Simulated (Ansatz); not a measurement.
# Decaying states in the gap of CaBeCl4

Wanted: the relaxed cell of CaBeCl4, its band edges and its decay constants. It is built by putting Ca for part of the Be in the BeCl2 structure of space group Ibam, with the volume rescaled by atomic radii. The parent structure comes from the Materials Project.

Main program and level: Ansatz 0.2.0; PBE DFT, plane waves, PAW files, in the first sound run; inputs show where later runs differ.

The structure was built from a prototype and need not be the compound's stable phase.

## (1) The structure

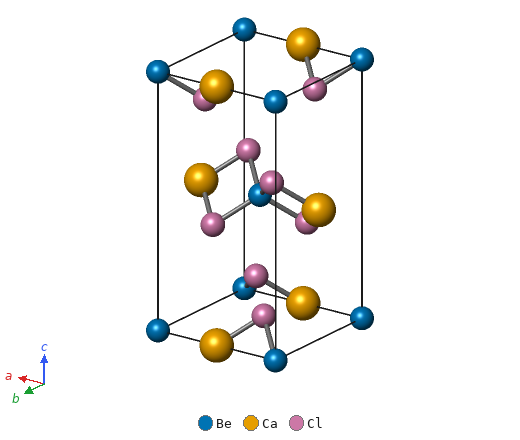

The starting structure, seen from a free direction (beryllium blue, calcium orange, chlorine pink). This picture shows the conventional cell, with its axes. Bonds to atoms that aren't drawn are left out. Some periodic images of atoms are drawn too.

## (2) Cell and atoms at rest

The substituted atoms don't fit the parent's cell, so cell and atoms relax together. A small smearing keeps the run stable in case the gap closes on the way.

Input file input.yaml:

```yaml
crystal:
  lattice:
    - [-2.897730153, 5.429544769, 2.8489273521]
    - [2.897730153, -5.429544769, 2.8489273521]
    - [2.897730153, 5.429544769, -2.8489273521]
  atoms:
    - { symbol: Be, position: [0.25, 0.25, 0.0] }
    - { symbol: Ca, position: [0.75, 0.75, 0.0] }
    - { symbol: Cl, position: [0.61006045, 0.294938, 0.90499845] }
    - { symbol: Cl, position: [0.38993955, 0.705062, 0.09500155] }
    - { symbol: Cl, position: [0.11006045, 0.205062, 0.31512245] }
    - { symbol: Cl, position: [0.88993955, 0.794938, 0.68487755] }
kpoints:
  mp_grid: { grid: [6, 6, 6] }
scf:
  occupations: { method: gaussian, width: 0.03 }
hamiltonian:
  xc: pbe
output:
  forces: true
  stress: true
relax:
  f_tol: 0.02
  max_steps: 60
  cell: {}
```

Launch:

```
ansatz run input.yaml --threads 2 --pin off --max-ram 4096MiB --backend cpu --events-out ev --progress --plain --runs-dir out
```

Numbers of over 12 decimals in the logs are rounded to 6 here.

Output:

```text
Engine: ansatz 0.2.0, aarch64-unknown-linux-gnu
Pseudopotentials: kind: paw
Pseudopotential: Be, paw, valence charge 2, recommended cutoff 420 eV (normal), Be.paw.azcp
Pseudopotential: Ca, paw, valence charge 10, recommended cutoff 420 eV (normal), Ca.paw.azcp
Pseudopotential: Cl, paw, valence charge 7, recommended cutoff 420 eV (normal), Cl.paw.azcp
Functional definition: PBE
  parameter kappa = 0.804
  parameter beta = 0.066725
  exchange = pbe_x(kappa = kappa, mu = beta*pi^2/3)
  correlation = pbe_c(beta = beta)
Crystal: 6 atoms, lattice volume = 179.293 Å³
Basis set: ecut = 420 eV, 3535 PW (Γ), exchange–correlation on 96×96×96 points (8 copies of the dense FFT grid, shifted against one another)
Bands: 26, of which v1, the nominal top of the filled ones, is band 20 counted from 1 (19 counted from 0)
Symmetry: 4 space group operations
Space group: I222 (ITA 23), of the structure as read, at distance tolerance 5.6e-5 Å
k-points: 46 of 216 (time reversal used)
Non-local potential: Be, projectors of the file, l = 0: 2, l = 1: 2, l = 2: 1
Non-local potential: Ca, projectors of the file, l = 0: 3, l = 1: 2, l = 2: 2
Non-local potential: Cl, projectors of the file, l = 0: 2, l = 1: 2, l = 2: 2
PAW form: soft (Blöchl's): semilocal exchange-correlation on the pseudo side does not see the compensation charge
PAW one-centre angular grid: Be, 110 points (default); XC on 64 Gauss nodes
PAW one-centre angular grid: Ca, 110 points (default); XC on 64 Gauss nodes
PAW one-centre angular grid: Cl, 110 points (default); XC on 64 Gauss nodes
Initial density: superposition of atomic densities (neutral atoms: chi_scale 0, normalization atom), corrected by the library's trained network
Initial wavefunctions: pseudopotential atomic-orbital guess
Functional: x = pbe(κ = 0.804, μ = 0.219515), c = pbe(β = 0.066725)
SCF iter   1: F=—  HF=-6234.677450 eV  |F-HF|=—  |Δ(HF+E_count)|=         —  Δρ=1.36e-3  dr2=3.37e-3  ethr=1.77e-3  ⟨swp⟩=11.2  Hψ=7596  notcnv=0
preconditioner: auto → Resta (q_TF=auto, 2.125 Å⁻¹)  ε∞=2.6  [insulator: Δε(μ)=5.678 eV  Ē_g=13.498 eV  σ=0.030 eV  W_gap=1.00  n_scr=30 (ndim 8)  ℏωp=17.1 eV  f_vac=0.217  D(μ)=0.00/eV (n_scr^D=0)  ε∞_Penn≈2.6]
SCF iter   2: F=—  HF=-6234.675485 eV  |F-HF|=—  |Δ(HF+E_count)|=   1.96e-3  Δρ=6.06e-4  dr2=4.53e-4  ethr=8.42e-6  ⟨swp⟩=2.1  Hψ=2612  notcnv=0  defer=70
SCF iter   3: F=—  HF=-6234.675561 eV  |F-HF|=—  |Δ(HF+E_count)|=   7.60e-5  Δρ=1.97e-4  dr2=5.59e-5  ethr=1.13e-6  ⟨swp⟩=3.0  Hψ=2181  notcnv=0  defer=70
SCF iter   4: F=—  HF=-6234.675661 eV  |F-HF|=—  |Δ(HF+E_count)|=   9.93e-5  Δρ=2.91e-5  dr2=1.90e-6  ethr=1.40e-7  ⟨swp⟩=2.0  Hψ=1667  notcnv=0  defer=70
SCF iter   5: F=—  HF=-6234.675663 eV  |F-HF|=—  |Δ(HF+E_count)|=   2.62e-6  Δρ=7.68e-6  dr2=1.75e-7  ethr=4.75e-9  ⟨swp⟩=2.0  Hψ=1667  notcnv=0  defer=70
SCF iter   6: F=-6234.675664 eV  HF=-6234.675664 eV  |F-HF|=5.27e-9  |Δ(HF+E_count)|=   1.46e-7  Δρ=2.29e-6  dr2=1.29e-8  ethr=2.50e-10  ⟨swp⟩=4.0  Hψ=4053  notcnv=0
SCF 1 converged in 6 iterations: F = -6234.675664 eV  dr2 = 1.29e-8
  greatest PAW one-centre occupation: 0.996 electrons in one spin orbital (limit 2), on the Ca atom at site 1 (counted from 0), in its partial waves of l = 0
relax step   1: F+E_penalty+E_count = -6234.67566354 eV  Δ(F+E_penalty+E_count) = +0.000e0 eV  max|allowed force component| = 4.092e0 eV/Å  Δτ_max = 0.0000 Å  P = +10.227 GPa  Ω = 179.293 Å³  (6 SCF iters, dr2 threshold 1.00e-7 eV, accepted)
Crystal: 6 atoms, lattice volume = 184.933 Å³
Basis set: ecut = 420 eV, 3623 PW (Γ), exchange–correlation on 96×96×96 points (8 copies of the dense FFT grid, shifted against one another)
Initial density: handed on by an earlier stage of this run
Initial wavefunctions: those handed on with the density
iter 1 solved again at ethr=1.16e-3 eV; its pass at ethr=3.10e-3 eV (dr2=4.63e-1 eV) is discarded
SCF iter   1: F=—  HF=-6237.588284 eV  |F-HF|=—  |Δ(HF+E_count)|=         —  Δρ=1.11e-2  dr2=4.48e-1  ethr=1.16e-3  ⟨swp⟩=1.0  Hψ=7252  notcnv=0
preconditioner: auto → Resta (q_TF=auto, 2.114 Å⁻¹)  ε∞=2.6  [insulator: Δε(μ)=5.771 eV  Ē_g=13.503 eV  σ=0.030 eV  W_gap=1.00  n_scr=30 (ndim 8)  ℏωp=16.8 eV  f_vac=0.214  D(μ)=0.00/eV (n_scr^D=0)  ε∞_Penn≈2.6]
SCF iter   2: F=—  HF=-6237.437735 eV  |F-HF|=—  |Δ(HF+E_count)|=   1.51e-1  Δρ=4.81e-3  dr2=6.82e-2  ethr=1.12e-3  ⟨swp⟩=3.5  Hψ=2596  notcnv=0  defer=13
SCF iter   3: F=—  HF=-6237.413445 eV  |F-HF|=—  |Δ(HF+E_count)|=   2.43e-2  Δρ=1.04e-3  dr2=2.32e-3  ethr=1.70e-4  ⟨swp⟩=3.8  Hψ=2424  notcnv=0  defer=15
SCF iter   4: F=—  HF=-6237.413227 eV  |F-HF|=—  |Δ(HF+E_count)|=   2.18e-4  Δρ=2.31e-4  dr2=1.13e-4  ethr=5.81e-6  ⟨swp⟩=3.0  Hψ=2375  notcnv=0  defer=13
SCF iter   5: F=—  HF=-6237.413309 eV  |F-HF|=—  |Δ(HF+E_count)|=   8.20e-5  Δρ=6.30e-5  dr2=1.38e-5  ethr=2.81e-7  ⟨swp⟩=2.0  Hψ=1717  notcnv=0  defer=13
SCF iter   6: F=—  HF=-6237.413312 eV  |F-HF|=—  |Δ(HF+E_count)|=   2.99e-6  Δρ=1.64e-5  dr2=8.73e-7  ethr=3.44e-8  ⟨swp⟩=2.0  Hψ=1735  notcnv=0  defer=13
SCF iter   7: F=-6237.413313 eV  HF=-6237.413312 eV  |F-HF|=6.77e-8  |Δ(HF+E_count)|=   7.75e-7  Δρ=3.68e-6  dr2=4.35e-8  ethr=1.50e-9  ⟨swp⟩=4.0  Hψ=3951  notcnv=0
SCF 2 converged in 7 iterations: F = -6237.413313 eV  dr2 = 4.35e-8
relax step   2: F+E_penalty+E_count = -6237.41331251 eV  Δ(F+E_penalty+E_count) = -2.738e0 eV  max|allowed force component| = 1.752e0 eV/Å  Δτ_max = 0.1959 Å  P = +2.989 GPa  Ω = 184.933 Å³  energy of the carried Pulay correction = -1.571e-4 eV  (7 SCF iters, dr2 threshold 6.00e-7 eV, accepted)
Crystal: 6 atoms, lattice volume = 193.023 Å³
Basis set: ecut = 420 eV, 3769 PW (Γ), exchange–correlation on 96×96×96 points (8 copies of the dense FFT grid, shifted against one another)
iter 1 solved again at ethr=8.28e-4 eV; its pass at ethr=3.10e-3 eV (dr2=3.31e-1 eV) is discarded
SCF iter   1: F=—  HF=-6238.490075 eV  |F-HF|=—  |Δ(HF+E_count)|=         —  Δρ=8.57e-3  dr2=3.30e-1  ethr=8.28e-4  ⟨swp⟩=1.0  Hψ=8310  notcnv=0
preconditioner: auto → Resta (q_TF=auto, 2.099 Å⁻¹)  ε∞=2.5  [insulator: Δε(μ)=5.554 eV  Ē_g=13.568 eV  σ=0.030 eV  W_gap=1.00  n_scr=32 (ndim 8)  ℏωp=16.5 eV  f_vac=0.249  D(μ)=0.00/eV (n_scr^D=0)  ε∞_Penn≈2.5]
SCF iter   2: F=—  HF=-6238.387723 eV  |F-HF|=—  |Δ(HF+E_count)|=   1.02e-1  Δρ=3.85e-3  dr2=4.83e-2  ethr=8.26e-4  ⟨swp⟩=3.3  Hψ=2263  notcnv=0
SCF iter   3: F=—  HF=-6238.373573 eV  |F-HF|=—  |Δ(HF+E_count)|=   1.42e-2  Δρ=9.71e-4  dr2=2.03e-3  ethr=1.21e-4  ⟨swp⟩=3.3  Hψ=2334  notcnv=0  defer=4
[...]
relax step  10: F+E_penalty+E_count = -6238.70063726 eV  Δ(F+E_penalty+E_count) = -3.901e-2 eV  max|allowed force component| = 1.388e-1 eV/Å  Δτ_max = 0.0697 Å  P = +0.422 GPa  Ω = 170.189 Å³  energy of the carried Pulay correction = +2.643e-4 eV  (5 SCF iters, dr2 threshold 6.00e-7 eV, accepted)
relax step  11: F+E_penalty+E_count = -6238.74111867 eV  Δ(F+E_penalty+E_count) = -4.048e-2 eV  max|allowed force component| = 2.012e-1 eV/Å  Δτ_max = 0.0775 Å  P = +0.718 GPa  Ω = 161.900 Å³  energy of the carried Pulay correction = +5.172e-4 eV  (5 SCF iters, dr2 threshold 6.00e-7 eV, accepted)
relax step  12: F+E_penalty+E_count = -6238.79580084 eV  Δ(F+E_penalty+E_count) = -5.468e-2 eV  max|allowed force component| = 1.388e-1 eV/Å  Δτ_max = 0.1105 Å  P = +0.287 GPa  Ω = 154.311 Å³  energy of the carried Pulay correction = +7.598e-4 eV  (5 SCF iters, dr2 threshold 6.00e-7 eV, accepted)
relax step  13: F+E_penalty+E_count = -6238.82866972 eV  Δ(F+E_penalty+E_count) = -3.287e-2 eV  max|allowed force component| = 1.140e-1 eV/Å  Δτ_max = 0.1942 Å  P = +0.777 GPa  Ω = 147.063 Å³  energy of the carried Pulay correction = +1.002e-3 eV  (6 SCF iters, dr2 threshold 6.00e-7 eV, accepted)
relax step  14: F+E_penalty+E_count = -6238.84116961 eV  Δ(F+E_penalty+E_count) = -1.250e-2 eV  max|allowed force component| = 1.306e-2 eV/Å  Δτ_max = 0.0695 Å  P = +0.008 GPa  Ω = 145.718 Å³  energy of the carried Pulay correction = +1.048e-3 eV  (5 SCF iters, dr2 threshold 6.00e-7 eV, accepted)
relax step  15: F+E_penalty+E_count = -6238.84146434 eV  Δ(F+E_penalty+E_count) = -2.947e-4 eV  max|allowed force component| = 4.518e-3 eV/Å  Δτ_max = 0.0039 Å  P = +0.016 GPa  Ω = 145.633 Å³  energy of the carried Pulay correction = +1.051e-3 eV  (4 SCF iters, dr2 threshold 2.83e-8 eV, accepted)
relax step  16: F+E_penalty+E_count = -6238.84119035 eV  Δ(F+E_penalty+E_count) = +2.740e-4 eV  max|allowed force component| = 1.429e-2 eV/Å  Δτ_max = 0.0039 Å  P = -0.093 GPa  Ω = 146.300 Å³  energy of the carried Pulay correction = +1.028e-3 eV  (7 SCF iters, rejected (line search))
relax step  17: F+E_penalty+E_count = -6238.84146989 eV  Δ(F+E_penalty+E_count) = -5.550e-6 eV  max|allowed force component| = 1.675e-3 eV/Å  Δτ_max = 0.0011 Å  P = +0.000 GPa  Ω = 145.771 Å³  energy of the carried Pulay correction = +1.046e-3 eV  (7 SCF iters, accepted)
relax step  18: F+E_penalty+E_count = -6238.85361191 eV  Δ(F+E_penalty+E_count) = -1.214e-2 eV  max|allowed force component| = 1.579e-3 eV/Å  Δτ_max = 0.0000 Å  P = +0.117 GPa  Ω = 145.771 Å³  stress off target by 2.51e-1 GPa  SCF on the basis re-selected at this cell (its energy is not comparable with the rows above)  (6 SCF iters)
relax step  19: F+E_penalty+E_count = -6238.85418834 eV  Δ(F+E_penalty+E_count) = -5.764e-4 eV  max|allowed force component| = 1.082e-3 eV/Å  Δτ_max = 0.0096 Å  P = +0.015 GPa  Ω = 145.923 Å³  energy of the carried Pulay correction = -3.514e-6 eV  (4 SCF iters, dr2 threshold 1.57e-7 eV, accepted)
iter 1 solved again at ethr=1.01e-5 eV; its pass at ethr=3.10e-3 eV (dr2=4.05e-3 eV) is discarded
SCF iter   1: F=—  HF=-6238.854162 eV  |F-HF|=—  |Δ(HF+E_count)|=         —  Δρ=1.02e-5  dr2=1.50e-7  ethr=1.01e-5  ⟨swp⟩=2.3  Hψ=9670  notcnv=0
eigensolver tolerance schedule: the retry pair's looser diagonalisation over-reported the residual by 26997.01 of it (diagonalisation noise at an unbounded share of the residual, at the tolerance the schedule requests for it); recorded, not acted on — ethr = c·dr2/N_el stays at c = 1.0e-1
preconditioner: auto → Resta (q_TF=auto, 2.199 Å⁻¹)  ε∞=3.6  [insulator: Δε(μ)=5.035 eV  Ē_g=10.773 eV  σ=0.030 eV  W_gap=1.00  n_scr=18 (ndim 8)  ℏωp=17.4 eV  f_vac=0.089  D(μ)=0.00/eV (n_scr^D=0)  ε∞_Penn≈3.6]
SCF iter   2: F=—  HF=-6238.854193 eV  |F-HF|=—  |Δ(HF+E_count)|=   3.07e-5  Δρ=6.13e-6  dr2=7.28e-8  ethr=3.75e-10  ⟨swp⟩=3.1  Hψ=3014  notcnv=0
SCF iter   3: F=—  HF=-6238.854193 eV  |F-HF|=—  |Δ(HF+E_count)|=   4.11e-7  Δρ=2.75e-6  dr2=2.28e-8  ethr=1.82e-10  ⟨swp⟩=2.4  Hψ=1665  notcnv=0
SCF iter   4: F=—  HF=-6238.854193 eV  |F-HF|=—  |Δ(HF+E_count)|=   6.77e-8  Δρ=1.40e-6  dr2=2.44e-9  ethr=5.69e-11  ⟨swp⟩=2.0  Hψ=1732  notcnv=0
SCF iter   5: F=—  HF=-6238.854193 eV  |F-HF|=—  |Δ(HF+E_count)|=   4.18e-9  Δρ=8.67e-7  dr2=8.99e-10  ethr=6.10e-12  ⟨swp⟩=2.5  Hψ=1777  notcnv=0
SCF iter   6: F=—  HF=-6238.854193 eV  |F-HF|=—  |Δ(HF+E_count)|=  3.67e-10  Δρ=2.27e-7  dr2=6.22e-11  ethr=2.25e-12  ⟨swp⟩=2.8  Hψ=2089  notcnv=0
SCF iter   7: F=-6238.854193 eV  HF=-6238.854193 eV  |F-HF|=3.64e-12  |Δ(HF+E_count)|=  7.28e-12  Δρ=5.75e-8  dr2=4.34e-12  ethr=1.00e-12  ⟨swp⟩=4.0  Hψ=3952  notcnv=0
SCF 20 converged in 7 iterations: F = -6238.854193 eV  dr2 = 4.34e-12
relax step  20: F+E_penalty+E_count = -6238.85419310 eV  Δ(F+E_penalty+E_count) = -4.756e-6 eV  max|allowed force component| = 1.102e-3 eV/Å  Δτ_max = 0.0000 Å  P = +0.015 GPa  Ω = 145.923 Å³  stress off target by 3.35e-2 GPa  SCF on the basis re-selected at this cell (its energy is not comparable with the rows above)  (7 SCF iters)
basis re-selected at this cell: Δ(F+E_penalty+E_count) = -4.756e-6 eV, ΔP = +0.000 GPa vs the last step (what re-selecting the basis moved, of the pressure what is left beyond the Pulay correction that the steps carried, after the strain that the cell walked since its last selection, with what the two solves' SCF thresholds leave and, on support functions, any second-order correction that the steps lacked; it is no m [...]
SCF converged after 7 iterations
Free energy (F): -6238.854193 eV
Harris-Foulkes:  -6238.854193 eV  (|F-HF|=3.64e-12)
Internal energy: -6238.854193 eV  (E = F + TS)
E sigma→0 (E₀):  -6238.854193 eV
Fermi energy:    4.531325 eV
--- Per-component energies (eV) ---
  E_band       = -276.081033
  E_kinetic    = 942.078844
  E_local      = -1932.675916  (includes V_loc(G=0)·N_el)
  E_nonlocal   = 181.466270
  E_hartree    = 633.518798
  E_xc         = -585.948582
  E_vxc        = -680.611147  (∫ρ·V_xc dr)
  E_paw        = -3555.057208  (= ΣΔE_a)
  E_vpaw       = -53.377020  (= ΣTr[D̂ρ^β])
  E_aug_tail   = 0.000350  (compensation charges beyond the density's cutoff)
  E_ewald      = -1922.236749
  E_smearing   = -0.000000  (= −TS)
  E_closure    = -0.000000  (closes the sum)
  Σ components = -6238.854193   (vs F -6238.854193, Δ=0.00e0)
--- Forces (eV/Å), atoms counted from 1 ---
  atom   1  Be    -0.00000000     0.00000000     0.00000000
  atom   2  Ca    -0.00000000     0.00000000     0.00000000
  atom   3  Cl     0.00082679     0.00110158     0.00011205
  atom   4  Cl    -0.00082679    -0.00110158     0.00011205
  atom   5  Cl    -0.00082679     0.00110158    -0.00011205
  atom   6  Cl     0.00082679    -0.00110158    -0.00011205
  max |Σ_I F_I| component: 3.49e-17 eV/Å
--- Stress (GPa, compression-positive) ---
        0.016265       0.000000       0.000000
        0.000000      -0.004367      -0.000000
        0.000000      -0.000000       0.033504
  P = ⅓ Tr σ = 0.0151 GPa (0.151 kbar)
--- Relaxed structure (18 steps of the walk, 17 accepted, 2 SCFs on fresh bases) ---
  F+E_penalty+E_count = -6238.85419310 eV   max|allowed force component| = 1.102e-3 eV/Å   (the final SCF, on the basis selected at the relaxed cell)
  cell:  # Å, volume = 145.9231 Å³
    - [-3.244556, 3.256074, 3.453143]
    - [3.244556, -3.256074, 3.453143]
    - [3.244556, 3.256074, -3.453143]
  atoms:
    - { symbol: Be, position: [0.250000, 0.250000, -6.240638039404281e-19] }
    - { symbol: Ca, position: [0.750000, 0.750000, -6.240638039404317e-19] }
    - { symbol: Cl, position: [0.600791, 0.243592, 0.998931] }
    - { symbol: Cl, position: [0.244662, 0.601860, 0.00106926] }
    - { symbol: Cl, position: [0.255338, 0.256408, 0.357199] }
    - { symbol: Cl, position: [0.899209, 0.898140, 0.642801] }
```

Wall time 1.9 min (2 threads of Arm Neoverse V2, shared host); peak memory 0.53 GiB.

The steps of the relaxation:

```tsv
step	energy less that of the first step (eV)	largest force component (eV/Å)	pressure (GPa)	volume (Å³)
1	0.0000	4.0919	10.23	179.29
2	-2.7376	1.7519	2.99	184.93
3	-3.6980	0.3661	1.78	193.02
4	-3.8565	0.0911	0.59	201.11
5	-3.8779	0.0675	-0.25	203.71
6	-3.8974	0.0385	-0.09	199.93
7	-3.9210	0.0709	0.13	193.67
8	-3.9522	0.0483	0.07	185.96
9	-3.9860	0.0893	0.22	178.22
10	-4.0250	0.1388	0.42	170.19
11	-4.0655	0.2012	0.72	161.90
12	-4.1201	0.1388	0.29	154.31
13	-4.1530	0.1140	0.78	147.06
14	-4.1655	0.0131	0.01	145.72
15	-4.1658	0.0045	0.02	145.63
16	-4.1655	0.0143	-0.09	146.30
17	-4.1658	0.0017	0.00	145.77
18*	-4.1779	0.0016	0.12	145.77
19	-4.1785	0.0011	0.02	145.92
20*	-4.1785	0.0011	0.02	145.92
```

Relaxation steps marked * repeat the geometry before them on a plane-wave basis chosen anew for their cell, so energy and pressure can jump there. Relaxation step 16 was tried and not accepted.

Forces are held to the 4 operations that the run works with; a distortion that breaks them can't arise in this run.

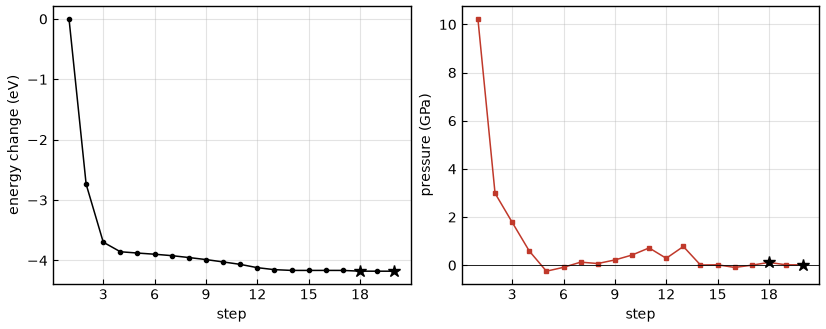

Energy and pressure along the relaxation. Stars mark steps on a basis chosen anew.

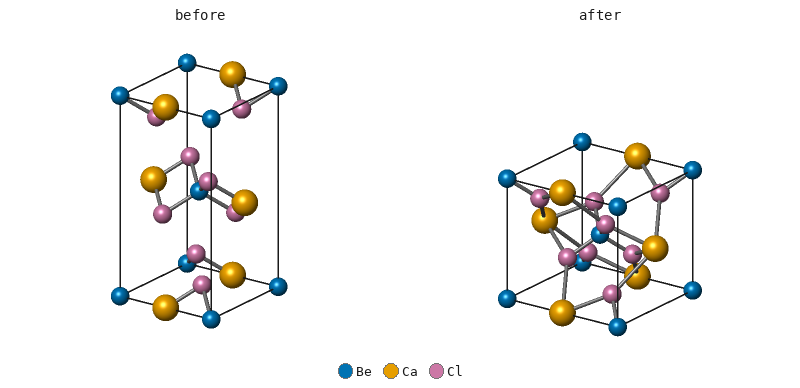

Before and after, at one scale. Bonds to atoms that aren't drawn are left out.

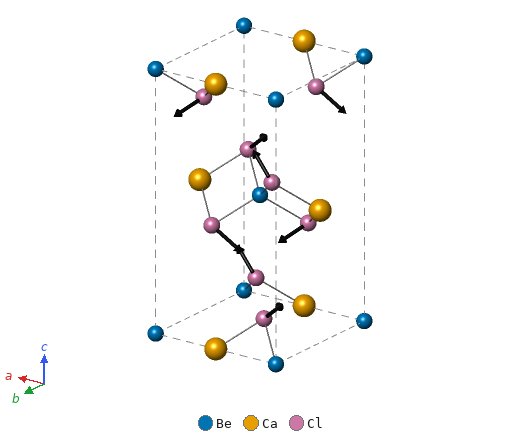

Displacements in the relaxation, exaggerated, measured against the changing cell; the longest in the cell stands for 0.71 Å. Bonds to atoms that aren't drawn are left out. Some periodic images of atoms are drawn too.

```tsv
cell as run	before	after	change
a (Å)	6.782	5.749	-15.2 %
b (Å)	6.782	5.749	-15.2 %
c (Å)	6.782	5.749	-15.2 %
α (°)	129.41	111.29	-14.0 %
β (°)	73.62	111.01	+50.8 %
γ (°)	130.32	106.17	-18.5 %
volume (Å³/atom)	29.88	24.32	-18.6 %
```

The atoms that moved most (Å, as changes of fractional coordinates times the final cell):

```tsv
atom	dx	dy	dz	length
Cl3	0.168	0.443	-0.534	0.714
Cl4	-0.168	-0.443	-0.534	0.714
Cl5	-0.168	0.443	0.534	0.714
Cl6	0.168	-0.443	0.534	0.714
```

The relaxed structure:

```xyz
6
Lattice="-3.2446 3.2561 3.4531 3.2446 -3.2561 3.4531 3.2446 3.2561 -3.4531" Properties=species:S:1:pos:R:3 pbc="T T T"
Be    0.0000    0.0000    1.7266
Ca    0.0000    0.0000    5.1797
Cl    2.0821    4.4157   -0.5337
Cl    1.1624   -1.1596    2.9195
Cl    1.1624    1.1596    0.5337
Cl    2.0821    2.0965    3.9868
```

Numbers from this step:

- free energy: -6238.8542 eV
- Fermi energy: 4.531 eV
- pressure: 0.01513 GPa

The largest force component on a free atom ends at 0.0011 eV/Å.

[end of part 1 of 3]

[Logs are printed without paths, hosts, clocks, repeated set-up lines and the standing remarks that a program may print on its own settings, such as how far it seeks lower states.]

[Hosts, paths, dates, database ids (printed as entryN), source tags and the programs' standing remarks are cut or masked in the printed files.]
